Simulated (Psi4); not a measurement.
# A workflow on Si2H6O (disiloxane)

We compute a geometry optimisation (PBE0/pcseg-1), then vibrational wavenumbers of Si2H6O (disiloxane). 

Program for the calculation: Psi4 1.11.

### 1 The molecule

Si2H6O: 9 atoms, total charge 0, spin state singlet. SMILES: `[SiH3]O[SiH3]`. The coordinates come from a PBE0-D4/def2-TZVP relaxation. The run starts from this shape.

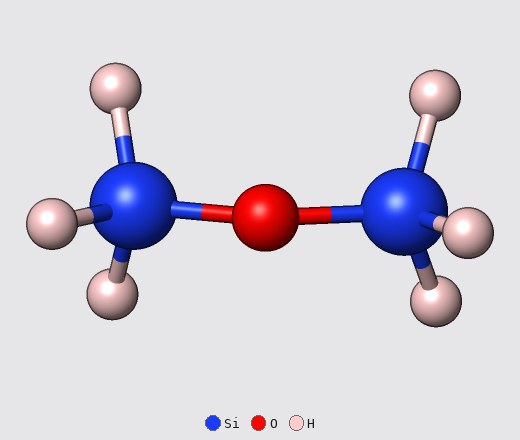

Viewed from a chosen angle; silicon blue, oxygen red, hydrogen pink.

### 2 A geometry optimisation at PBE0/pcseg-1 (density fitting) (run 1)

Input file h6osi2.dat:

```
memory 1600 MB

molecule mol {
  0 1
  Si
  O 1 R2
  Si 2 R3 1 A3
  H 1 R4 2 A4 3 D4
  H 1 R5 4 A5 2 D5
  H 1 R6 5 A6 4 D6
  H 3 R7 2 A7 1 D7
  H 3 R8 7 A8 2 D8
  H 3 R9 7 A9 8 D9

  R2 = 1.633832
  R3 = 1.633825
  A3 = 147.20398
  R4 = 1.486506
  A4 = 110.17129
  D4 = -62.13544
  R5 = 1.482573
  A5 = 109.61905
  D5 = 119.02728
  R6 = 1.486608
  A6 = 109.63374
  D6 = -119.57661
  R7 = 1.482573
  A7 = 108.25491
  D7 = -177.9811
  R8 = 1.486499
  A8 = 109.61973
  D8 = 120.20271
  R9 = 1.486625
  A9 = 109.63335
  D9 = 119.57622
}

set {
  basis pcseg-1
  reference rks
  geom_maxiter 60
}

e_tot, wfn = opt("pbe0", return_wfn=True)
```

On the command line:

```sh
$ psi4 -n 1 h6osi2.dat h6osi2.out
```

h6osi2.out:

```text
[...]
  Running in c1 symmetry.
[...]
  Nuclear repulsion =  159.419023978073966
[...]
  Multiplicity = 1
[...]
  Nalpha       = 21
  Nbeta        = 21
[...]
    Number of basis functions: 80
[...]
   @DF-RKS iter   1:  -657.31832398396944   -3.51688e-01   8.19586e-03 DIIS/ADIIS
[...]
   @DF-RKS iter   7:  -657.49541615420378    0.00000e+00   2.31321e-09 DIIS
[...]
    Orbital Energies [Eh]
    ---------------------
    Doubly Occupied:
       1A    -66.265457     2A    -66.265448     3A    -19.198422
       4A     -5.356681     5A     -5.356680     6A     -3.696529
       7A     -3.696518     8A     -3.693443     9A     -3.693442
      10A     -3.693383    11A     -3.693381    12A     -1.025493
      13A     -0.612516    14A     -0.522440    15A     -0.447386
      16A     -0.423419    17A     -0.422232    18A     -0.361198
      19A     -0.360629    20A     -0.321533    21A     -0.318095
[...]
  @DF-RKS Final Energy:  -657.49541615420378
   => Energetics <=
    Nuclear Repulsion Energy =            157.4083373188833264
    One-Electron Energy =               -1222.8833594214188452
    Two-Electron Energy =                 447.5743350600077974
    DFT Exchange-Correlation Energy =     -39.5947291116759459
    Empirical Dispersion Energy =           0.0000000000000000
    VV10 Nonlocal Energy =                  0.0000000000000000
    Total Energy =                       -657.4954161542037809
[...]
 Multipole Moments:
 ------------------------------------------------------------------------------------
     Multipole            Electronic (a.u.)      Nuclear  (a.u.)        Total (a.u.)
 ------------------------------------------------------------------------------------
 L = 1.  Multiply by 2.5417464519 to convert [e a0] to [Debye]
 Dipole X            :          0.0002089           -0.0005665           -0.0003576
 Dipole Y            :          0.9191699           -1.1009230           -0.1817531
 Dipole Z            :          0.2468853           -0.2956982           -0.0488129
 Magnitude           :                                                    0.1881941
[...]
  -Total Gradient:
     Atom            X                  Y                   Z
    ------   -----------------  -----------------  -----------------
       1       -0.000011033885     0.000036136243     0.000010619484
       2        0.000023349385     0.000052977759     0.000013813440
       3       -0.000011031570     0.000036272206     0.000009370446
       4       -0.000006656230    -0.000040104151    -0.000009138527
       5       -0.000001868021     0.000030624227     0.000037446661
       6        0.000010265207    -0.000038297891    -0.000010303533
       7       -0.000001891714     0.000045280030    -0.000017074643
       8       -0.000006594128    -0.000039187915    -0.000012188360
       9        0.000010270476    -0.000038281847    -0.000010350485
[...]
    Final optimized geometry and variables:
    Molecular point group: c1
    Full point group: C1
    Geometry (in Angstrom), charge = 0, multiplicity = 1:
    SI
    O             1          R2
    SI            2          R3      1          A3
    H             1          R4      2          A4      3          D4
    H             1          R5      4          A5      2          D5
    H             1          R6      5          A6      4          D6
    H             3          R7      2          A7      1          D7
    H             3          R8      7          A8      2          D8
    H             3          R9      7          A9      8          D9
    A3        =  149.9315842783
[...]
```

On the terminal:

```text
Optimizer: Optimization complete!
```

It took 75 s on 1 thread of Intel Xeon Platinum 8259CL at 2.50GHz (Skylake/Cascade Lake), shared host; peak memory 0.67 GiB.

The path in brief:

```tsv
step	energy from the first frame kept (eV)	largest force (eV/Å)
0	0.0000	0.6519
1	-0.0199	0.1731
2	-0.0206	0.0138
3	-0.0207	0.0181
4	-0.0207	0.0170
5	-0.0208	0.0093
6	-0.0208	0.0031
```

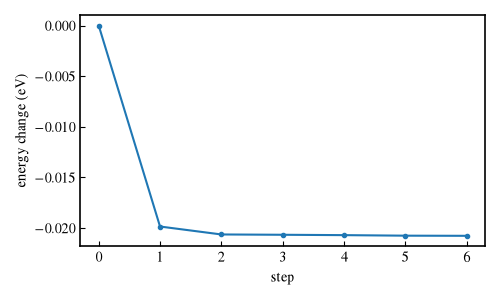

Energy along the run.

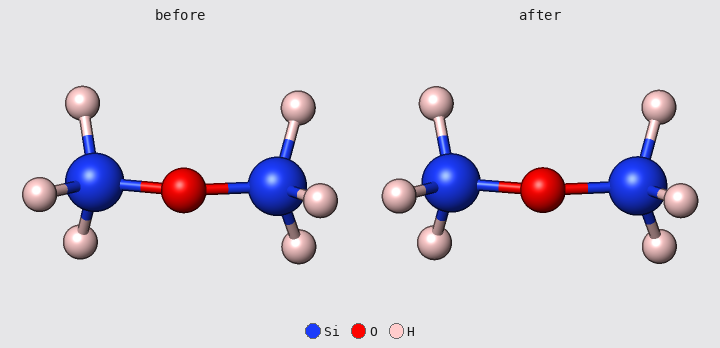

Before and after, at one scale.

After the run. Bond lengths: Si1–O2 1.655 Å, O2–Si3 1.655 Å, Si1–H4 1.492 Å, Si1–H5 1.488 Å, Si1–H6 1.493 Å, Si3–H7 1.488 Å, Si3–H8 1.492 Å, Si3–H9 1.493 Å. Some angles: Si1–O2–Si3 149.9°, O2–Si1–H4 110.3°, O2–Si1–H5 108.2°, O2–Si1–H6 110.3°, O2–Si3–H7 108.2°, O2–Si3–H8 110.3°, O2–Si3–H9 110.3°, H4–Si1–H5 109.7°, H4–Si1–H6 108.8°, H5–Si1–H6 109.7°.

### 3 Vibrational wavenumbers at PBE0/pcseg-1 (density fitting) (run 2)

Input file h6osi2.xyz:

```xyz
9
H6OSi2
Si    -0.751472     1.066021    -0.920236
O      0.399217     0.091778    -0.237282
Si     0.828321    -1.052564     0.878966
H     -1.837043     0.239027    -1.524456
H     -0.098325     1.884419    -1.977614
H     -1.348934     1.963523     0.111917
H      2.286594    -1.313663     0.738632
H      0.067494    -2.314914     0.644273
H      0.536144    -0.564824     2.259022
```

Input file h6osi2.py:

```python
import psi4

psi4.set_memory(1600000000)
psi4.set_num_threads(1)
psi4.core.set_output_file('output.dat', False)

with open('h6osi2.xyz') as f:
    atoms = ''.join(f.readlines()[2:])
m = psi4.geometry('0 1\n' + atoms + '')

options = {'basis': 'pcseg-1', 't': 298.15, 'rotational_symmetry_number': 1}
psi4.set_options(options)

result = psi4.frequencies("pbe0")
print(f'total energy {result:.8f} hartree = {result * 27.211386:.5f} eV')
for k in ('ZPVE', 'ENTHALPY', 'GIBBS FREE ENERGY'):
    print(f'{k}: {psi4.variable(k):.8f} Eh')
```

On the command line:

```sh
$ python h6osi2.py
```

output.dat, cut to the lines that bear on the results:

```text
[...]
  Running in c1 symmetry.
[...]
  Nuclear repulsion =  157.408335336926029
[...]
  Multiplicity = 1
[...]
  Nalpha       = 21
  Nbeta        = 21
[...]
    Number of basis functions: 80
[...]
   @DF-RKS iter   1:  -657.32133725905783   -4.08640e-01   8.13431e-03 ADIIS/DIIS
[...]
   @DF-RKS iter  10:  -657.49541482656900   -4.54747e-13   1.36898e-09 DIIS
[...]
  @DF-RKS Final Energy:  -657.49541482656900
   => Energetics <=
    Nuclear Repulsion Energy =            157.4165743260293482
    One-Electron Energy =               -1222.9005429262131202
    Two-Electron Energy =                 447.5836593130826486
    DFT Exchange-Correlation Energy =     -39.5951055394678306
    Empirical Dispersion Energy =           0.0000000000000000
    VV10 Nonlocal Energy =                  0.0000000000000000
    Total Energy =                       -657.4954148265688900
[...]
 Multipole Moments:
 ------------------------------------------------------------------------------------
     Multipole            Electronic (a.u.)      Nuclear  (a.u.)        Total (a.u.)
 ------------------------------------------------------------------------------------
[...]
  -Total Gradient:
     Atom            X                  Y                   Z
    ------   -----------------  -----------------  -----------------
       1        0.000029098742     0.000021918627    -0.000011932726
       2        0.000055259049     0.000023862511     0.000000125800
       3       -0.000111273623     0.000093461493     0.000409838975
       4       -0.000031184373    -0.000005030317     0.000026635365
       5        0.000047802824    -0.000010454220    -0.000002470385
       6       -0.000035126180    -0.000016055162     0.000012950522
       7        0.000020318960     0.000038589617    -0.000021582698
       8        0.000013711488     0.000082575893     0.000120946355
       9        0.000048961148    -0.000225880768    -0.000563917189
[...]
  ==> Harmonic Vibrational Analysis <==
[...]
  Freq [cm^-1]                 37.2733             54.8722             86.1463
[...]
  Freq [cm^-1]                 582.7069            700.7275            712.8142
[...]
  Freq [cm^-1]                 951.5533            953.0116            955.8502
[...]
  Freq [cm^-1]                 960.1189           1020.8037           1113.4576
[...]
  Freq [cm^-1]                2245.4547           2248.1758           2252.6185
[...]
```

Standard output:

```text
Warning: used thermodynamics relations inappropriate for low-frequency modes: ['37.2733' '54.8722' '86.1463' '582.7069']
total energy -657.49541615 hartree = -17891.36156 eV
ZPVE: 0.05493722 Eh
ENTHALPY: -657.43339163 Eh
GIBBS FREE ENERGY: -657.47120115 Eh
```

It took 8.1 min on 1 thread of Intel Xeon Platinum 8259CL at 2.50GHz (Skylake/Cascade Lake), shared host; peak memory 0.64 GiB.

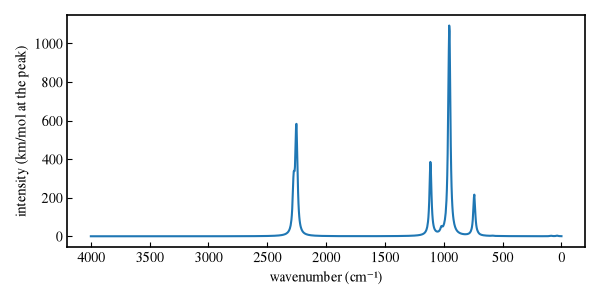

Harmonic infrared spectrum, unscaled, lines broadened by 10 cm⁻¹.

### 4 What came out

```
                                                                      quantity             value
                                  run 1, PBE0/pcseg-1: total energy at the end     -657.49542 Eh
                                            run 1, PBE0/pcseg-1: dipole moment            0.48 D
                                              run 1, PBE0/pcseg-1: HOMO energy          -8.66 eV
                                              run 1, PBE0/pcseg-1: LUMO energy          -0.14 eV
                                            run 1, PBE0/pcseg-1: HOMO–LUMO gap           8.51 eV
                               run 2, PBE0/pcseg-1: lowest harmonic wavenumber           37 cm⁻¹
                              run 2, PBE0/pcseg-1: highest harmonic wavenumber         2277 cm⁻¹
                                        run 2, PBE0/pcseg-1: zero-point energy      144.2 kJ/mol
run 2, PBE0/pcseg-1: ideal-gas entropy at 298.15 K (symmetry number 1 as used)  79.6 cal/(mol K)
```

**Reading.** The optimisation (run 1, PBE0/pcseg-1) took 7 steps and changed the energy by -0.021 eV. All 21 modes (run 2, PBE0/pcseg-1) are real, so the shape is a minimum at this level.
